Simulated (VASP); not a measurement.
# Dielectric function of MoS2, part 3 of 3

What does the band structure of MoS2 give for its optical response? The cell has space group R3m. The start is a cell from a database of measured crystal structures.

VASP 6.6.1, plane waves and PAW; the level of theory is named at each step.

Still holding for the runs below: This run has no spin polarisation, although Mo can carry a moment.

So far, gap on the k-mesh (eV): step 2 (ground state) 1.03; step 3 (spectrum) 0.935; step 4 (static response with local fields) 0.936.

### 5. Spectrum at r2SCAN

This step: r2SCAN, no spin polarisation; plane waves and PAW (Mo_sv, S) (VASP 6.6.1).

The spectrum is made again with r2SCAN.

INCAR reads:

```
SYSTEM = MoS2
PREC = Accurate
ENCUT = 400
EDIFF = 1E-07
NELM = 100
ISMEAR = 0
SIGMA = 0.05
LREAL = .FALSE.
ALGO = Normal
METAGGA = R2SCAN
LASPH = .TRUE.
NBANDS = 40
LWAVE = .FALSE.
LCHARG = .FALSE.
KPAR = 4
LOPTICS = .TRUE.
NEDOS = 2000
CSHIFT = 0.15
```

POSCAR reads:

```
MoS2
1.0
    1.5800000000      0.9122134253      6.1500000000
   -1.5800000000      0.9122134253      6.1500000000
    0.0000000000     -1.8244268506      6.1500000000
Mo S
1 2
Direct
    0.0000000000      0.0000000000      0.0000000000
    0.4170000000      0.4170000000      0.4170000000
    0.2500000000      0.2500000000      0.2500000000
```

KPOINTS reads:

```
Automatic mesh
0
Gamma
12 12 12
0 0 0
```

Potentials, in the order of the species: Mo_sv and S (PBE family, release 64).

On the command line:

```
$ mpirun -np 4 vasp_std
```

What it wrote:

```text
[banner, memory and clock lines left out]
running    4 mpi-ranks, on    1 nodes
 distrk:  each k-point on    1 cores,    4 groups
 distr:  one band on    1 cores,    1 groups

 POSCAR found type information on POSCAR MoS
 POSCAR found :  2 types and       3 ions
|                                                                             |
|               ----> ADVICE to this user running VASP <----                  |
|                                                                             |
|     You enforced a specific xc type in the INCAR file but a different       |
|     [... a line on the potential file left out ...]
|     I HOPE YOU KNOW WHAT YOU ARE DOING!                                     |
|                                                                             |

 LDA part: xc-table for (None), standard interpolation
 POSCAR, INCAR and KPOINTS ok, starting setup
 FFT: planning ... GRIDC
 FFT: planning ... GRID_SOFT
 FFT: planning ... GRID
 WAVECAR not read
 entering main loop
       N       E                     dE             d eps       ncg     rms          rms(c)
DAV:   1     0.137439118510E+03    0.13744E+03   -0.10321E+04 15224   0.516E+02
DAV:   2    -0.494338759572E+02   -0.18687E+03   -0.17880E+03 17984   0.184E+02
DAV:   3    -0.546007594663E+02   -0.51669E+01   -0.51257E+01 18512   0.296E+01
DAV:   4    -0.546264974387E+02   -0.25738E-01   -0.25736E-01 17384   0.230E+00
DAV:   5    -0.546266913911E+02   -0.19395E-03   -0.19395E-03 18512   0.194E-01    0.282E+01
DAV:   6    -0.451761076556E+02    0.94506E+01   -0.66853E+00 16368   0.126E+01    0.921E+00
DAV:   7    -0.450452250466E+02    0.13088E+00   -0.15201E+00 16600   0.429E+00    0.570E+00
DAV:   8    -0.450131227551E+02    0.32102E-01   -0.36048E-01 17832   0.211E+00    0.210E+00
DAV:   9    -0.450102538034E+02    0.28690E-02   -0.50468E-02 17152   0.809E-01    0.300E-01
DAV:  10    -0.450102037077E+02    0.50096E-04   -0.13372E-03 17848   0.191E-01    0.865E-02
DAV:  11    -0.450102638053E+02   -0.60098E-04   -0.19546E-04 17768   0.603E-02    0.623E-02
DAV:  12    -0.450102748882E+02   -0.11083E-04   -0.20769E-05 18032   0.236E-02    0.289E-02
DAV:  13    -0.450102800315E+02   -0.51433E-05   -0.61076E-06 17680   0.118E-02    0.118E-02
DAV:  14    -0.450102802490E+02   -0.21747E-06   -0.21240E-07 18880   0.212E-03    0.259E-03
DAV:  15    -0.450102802722E+02   -0.23236E-07   -0.23789E-08 11584   0.761E-04
   1 F= -.45010280E+02 E0= -.45010280E+02  d E =-.234627E-12
 optical routines
 imaginary and real dielectric function
 direction            1
 direction            2
 direction            3
```

Run time: 7 min. Hardware: 4 MPI ranks of Intel Xeon 6975P-C (Granite Rapids), shared host; peak memory 2.3 GiB; 28 min of CPU time.

Parts of OUTCAR (step 5):

```text
   NELECT =      26.0000    total number of electrons

 E-fermi :   7.7715

 k-point     1 :       0.0000    0.0000    0.0000
  band No.  band energies     occupation
    ...
      9       3.8964      2.00000
     10       5.0638      2.00000
     11       5.0638      2.00000
     12       6.1675      2.00000
     13       6.3573      2.00000
     14       9.7199      0.00000
     15       9.7199      0.00000
     16      10.1332      0.00000
     17      10.1332      0.00000
     18      13.6034      0.00000
    ...

  Total        1.2300464      1.2300464      1.5026378      0.0000000      0.0000000      0.0000000
  in kB       37.0554572     37.0554572     45.2673419      0.0000000      0.0000000      0.0000000
  external PRESSURE =      39.7927521 kB  Pullay stress =       0.0000000 kB

 POSITION                                       TOTAL-FORCE (eV/Angst)
 -----------------------------------------------------------------------------------
      0.00000      0.00000      0.00000         0.000000      0.000000      0.087343
      0.00000      0.00000      7.69365         0.000000      0.000000      0.279432
      0.00000      0.00000      4.61250         0.000000     -0.000000     -0.366775
 -----------------------------------------------------------------------------------
    total drift:                               -0.000000     -0.000000     -0.000027

  FREE ENERGIE OF THE ION-ELECTRON SYSTEM (eV)
  ---------------------------------------------------
  free  energy   TOTEN  =       -45.0102802722 eV

  energy  without entropy=      -45.0102802722  energy(sigma->0) =      -45.01028027

[... 9 parts as in an earlier step ...]

[... 8 further parts left out ...]
```

The PAW data sets were made with PBE, which is usual practice but a small mismatch for other functionals.

This step gave:

| Quantity | Value |
| --- | --- |
| free energy (TOTEN) | -45.01 eV |
| Fermi energy | 7.771 eV |
| pressure | 3.979 GPa |
| gap on the k-mesh | 1.007 eV |
| least direct gap on the k-mesh | 1.825 eV |

The imaginary dielectric function has structure finer than the step of the table below, so its rows give means over 1 eV, whole bins alone (the curve runs from 0 to 25.0 eV). Peaks (eV: height): xx 3.1: 25.7, 10.8: 5.26; zz 5.9: 16.6, 10.5: 7.55.

Absorption under the direct gap is the tail of the CSHIFT broadening, and fine structure depends on the mesh. Imaginary dielectric function against photon energy; means over each step:

```tsv
photon energy (eV)	xx	zz
1	0.594	0.0999
2	6.47	0.497
3	20.4	3.40
4	13.3	4.90
5	12.4	10.5
6	8.56	15.5
7	6.20	7.00
8	3.88	4.81
9	2.10	6.37
10	3.01	7.02
11	4.81	6.00
12	4.50	4.04
13	3.60	3.73
14	2.70	2.60
15	2.27	2.02
16	1.75	1.33
17	1.21	1.01
18	0.920	0.743
19	0.649	0.523
20	0.463	0.404
21	0.361	0.362
22	0.273	0.270
23	0.236	0.236
24	0.219	0.181
```

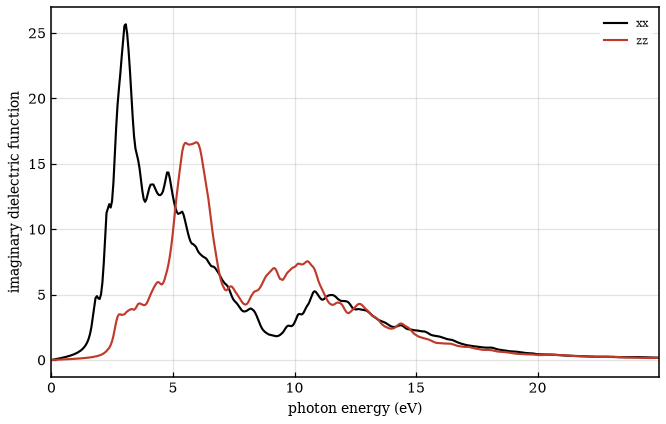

Imaginary dielectric function, plotted against photon energy.

The real dielectric function by photon energy:

```tsv
photon energy (eV)	xx	zz
0.0	14.8	8.83
2.5	22.2	12.1
5.0	-0.654	14.6
7.5	-2.40	-0.281
10.0	1.88	0.683
12.5	-1.02	-1.35
15.0	-1.31	-2.13
17.5	-1.07	-1.17
20.0	-0.560	-0.509
22.5	-0.0935	-0.121
```

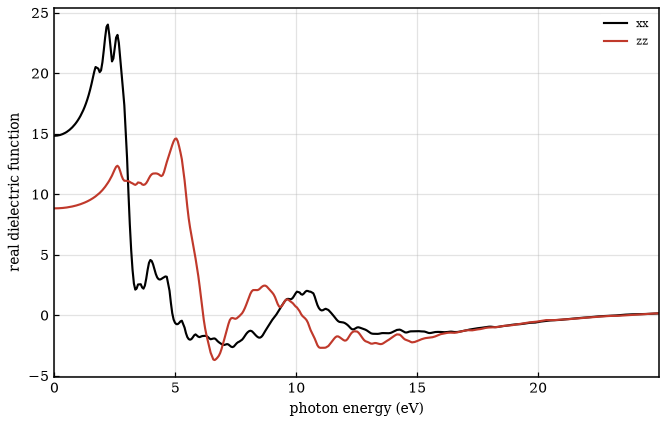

Real dielectric function, plotted against photon energy.

### 6. Spectrum at LDA

This step: LDA, no spin polarisation; plane waves and PAW (Mo_sv, S) (VASP 6.6.1).

The spectrum is made again with LDA.

INCAR: that of step 5 with these lines changed.

```diff
@@ -9,4 +9,3 @@
 ALGO = Normal
-METAGGA = R2SCAN
-LASPH = .TRUE.
+GGA = CA
 NBANDS = 40
```

POSCAR is that of step 5.

KPOINTS is that of step 5.

On the command line:

```
$ mpirun -np 4 vasp_std
```

What it wrote:

```text
[banner, memory and clock lines left out]
running    4 mpi-ranks, on    1 nodes
 distrk:  each k-point on    1 cores,    4 groups
 distr:  one band on    1 cores,    1 groups

 POSCAR found type information on POSCAR MoS
 POSCAR found :  2 types and       3 ions
 [... a notice as in an earlier step ...]

 LDA part: xc-table for (Slater(with rela. corr.)+CA(PZ))
 , standard interpolation
 POSCAR, INCAR and KPOINTS ok, starting setup
 FFT: planning ... GRIDC
 FFT: planning ... GRID_SOFT
 FFT: planning ... GRID
 WAVECAR not read
 entering main loop
       N       E                     dE             d eps       ncg     rms          rms(c)
DAV:   1     0.160462166215E+03    0.16046E+03   -0.10086E+04 15224   0.504E+02
DAV:   2    -0.209904680165E+02   -0.18145E+03   -0.17359E+03 18024   0.179E+02
DAV:   3    -0.260545860804E+02   -0.50641E+01   -0.50229E+01 18464   0.289E+01
DAV:   4    -0.260807721552E+02   -0.26186E-01   -0.26184E-01 17416   0.227E+00
DAV:   5    -0.260809711196E+02   -0.19896E-03   -0.19896E-03 18520   0.193E-01    0.263E+01
DAV:   6    -0.249288315340E+02    0.11521E+01   -0.63285E+00 17184   0.979E+00    0.874E+00
DAV:   7    -0.246731813109E+02    0.25565E+00   -0.27342E+00 16008   0.540E+00    0.651E+00
DAV:   8    -0.245409216303E+02    0.13226E+00   -0.46951E-01 17056   0.244E+00    0.109E+00
DAV:   9    -0.245373098461E+02    0.36118E-02   -0.17955E-02 17656   0.515E-01    0.286E-01
DAV:  10    -0.245372076721E+02    0.10217E-03   -0.35364E-04 17408   0.827E-02    0.158E-01
DAV:  11    -0.245372144815E+02   -0.68094E-05   -0.13792E-04 18680   0.382E-02    0.419E-02
DAV:  12    -0.245372112714E+02    0.32101E-05   -0.14151E-05 17568   0.141E-02    0.154E-02
DAV:  13    -0.245372108669E+02    0.40443E-06   -0.16586E-06 17856   0.475E-03    0.831E-03
DAV:  14    -0.245372109021E+02   -0.35169E-07   -0.59258E-08 14952   0.105E-03
   1 F= -.24537211E+02 E0= -.24537211E+02  d E =-.760866E-12
 optical routines
 imaginary and real dielectric function
 recalculating local potential from charge density
 direction            1
 direction            2
 direction            3
```

Wall time 2 min (4 MPI ranks); peak memory 2.2 GiB.

Parts of OUTCAR (step 6):

```text
   NELECT =      26.0000    total number of electrons

 E-fermi :   7.6631

 k-point     1 :       0.0000    0.0000    0.0000
  band No.  band energies     occupation
    ...
      9       3.9565      2.00000
     10       5.0998      2.00000
     11       5.0998      2.00000
     12       6.1865      2.00000
     13       6.2402      2.00000
     14       9.4652      0.00000
     15       9.4652      0.00000
     16       9.9009      0.00000
     17       9.9009      0.00000
     18      12.8432      0.00000
    ...

  Total       -0.9810560     -0.9810560     -0.1231216      0.0000000      0.0000000     -0.0000000
  in kB      -29.5545593    -29.5545593     -3.7090696      0.0000000      0.0000000     -0.0000000
  external PRESSURE =     -20.9393961 kB  Pullay stress =       0.0000000 kB

 POSITION                                       TOTAL-FORCE (eV/Angst)
 -----------------------------------------------------------------------------------
      0.00000      0.00000      0.00000         0.000000      0.000000      0.083766
      0.00000      0.00000      7.69365         0.000000     -0.000000      0.064381
      0.00000      0.00000      4.61250         0.000000      0.000000     -0.148147
 -----------------------------------------------------------------------------------
    total drift:                                0.000000     -0.000000      0.000078

  FREE ENERGIE OF THE ION-ELECTRON SYSTEM (eV)
  ---------------------------------------------------
  free  energy   TOTEN  =       -24.5372109021 eV

  energy  without entropy=      -24.5372109021  energy(sigma->0) =      -24.53721090

 plasma frequency squared (from intraband transitions) (eV^2)
  --------------------------------------------------------------------------------------
       0.000       0.000       0.000
      -0.000       0.000      -0.000
       0.000      -0.000       0.000

[... 8 parts as in an earlier step ...]

[... 8 further parts left out ...]
```

The PAW data sets were made with PBE, though LDA sets exist; this is a small mismatch.

This step gave:

```yaml
free_energy_toten: -24.54 eV
fermi_energy: 7.663 eV
pressure: -2.094 GPa
gap_on_the_k_mesh: 0.8761 eV
least_direct_gap_on_the_k_mesh: 1.717 eV
```

The imaginary dielectric function has structure finer than the step of the table below, so its rows give means over 2 eV, whole bins alone (the curve runs from 0 to 25.0 eV). Peaks (eV: height): xx 2.9: 27.3; zz 5.2: 17.8, 9.4: 7.87.

Absorption under the direct gap is the tail of the CSHIFT broadening, and fine structure depends on the mesh. Table of imaginary dielectric function by photon energy; means over each step:

```tsv
photon energy (eV)	xx	zz
2	10.9	1.87
4	15.7	7.40
6	8.39	12.7
8	3.41	6.37
10	4.40	6.58
12	3.81	3.71
14	2.36	2.16
16	1.34	1.12
18	0.701	0.562
20	0.377	0.370
22	0.248	0.239
```

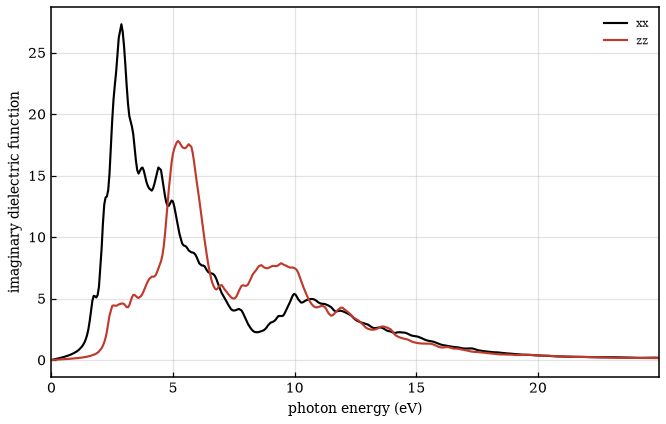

Imaginary dielectric function, plotted against photon energy.

Real dielectric function against photon energy:

```tsv
photon energy (eV)	xx	zz
0	16.2	9.85
1	18.0	10.3
2	25.3	12.4
3	6.55	11.3
4	2.68	12.4
5	-1.60	12.0
6	-2.29	-2.77
7	-2.94	-0.247
8	-1.94	1.96
9	0.971	0.641
10	0.676	-1.97
11	-0.716	-2.11
12	-1.35	-2.09
13	-1.59	-2.22
14	-1.46	-2.34
15	-1.49	-1.75
16	-1.38	-1.42
17	-1.03	-1.18
18	-0.849	-0.868
19	-0.619	-0.579
20	-0.402	-0.401
21	-0.220	-0.250
22	-0.0708	-0.104
23	0.0573	0.0145
24	0.141	0.128
```

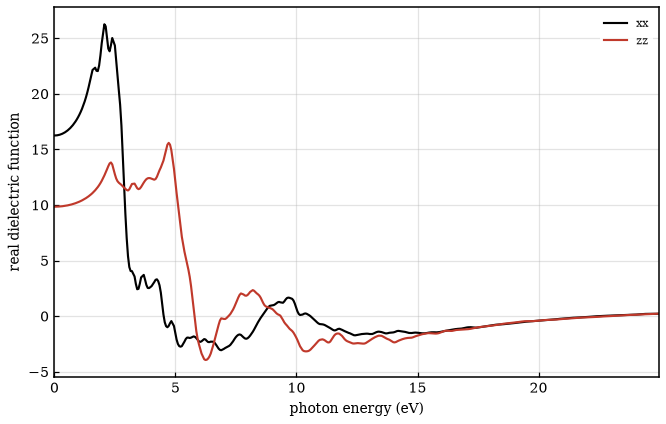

Real dielectric function, plotted against photon energy.

### 7. What came out

```yaml
pbe_independent_particles: eps xx at zero frequency 16.0, centre of weight of eps2 xx, over the range kept, at 6.57 eV, mesh 12×12×12
r2scan_independent_particles: eps xx at zero frequency 14.8, centre of weight of eps2 xx, over the range kept, at 6.98 eV, mesh 12×12×12
lda_independent_particles: eps xx at zero frequency 16.2, centre of weight of eps2 xx, over the range kept, at 6.51 eV, mesh 12×12×12
pbe_with_local_fields: eps 15.2, 15.2, 6.29
```

Local fields, and the bands above those summed, take the mean static value from 13.8 to 12.2. Excitons and quasiparticle shifts are absent, so the onset can't be set against measurement and its shape can differ. Spin-orbit coupling is left out; with Mo in the cell it can split or shift band edges, by an amount that depends on which atoms form them and isn't tested here. The given cell is kept, although it stands at +4.9 GPa at PBE and ENCUT = 400 eV, which holds the mismatch of the given cell with this functional and any basis-set error. The atoms weren't relaxed and carry forces of up to 0.51 eV/Å at PBE in the first static run, so the numbers belong to the given coordinates, and a relaxation would change them.

[Lines on the potential files, build, host, timing and source positions are cut from VASP's logs without a mark.]

[Logs are printed without paths, hosts, clocks, repeated set-up lines and the standing remarks that a program may print on its own settings, such as how far it seeks lower states.]

[Hosts, paths, dates, database ids (printed as entryN), source tags and the programs' standing remarks are cut or masked in the printed files.]
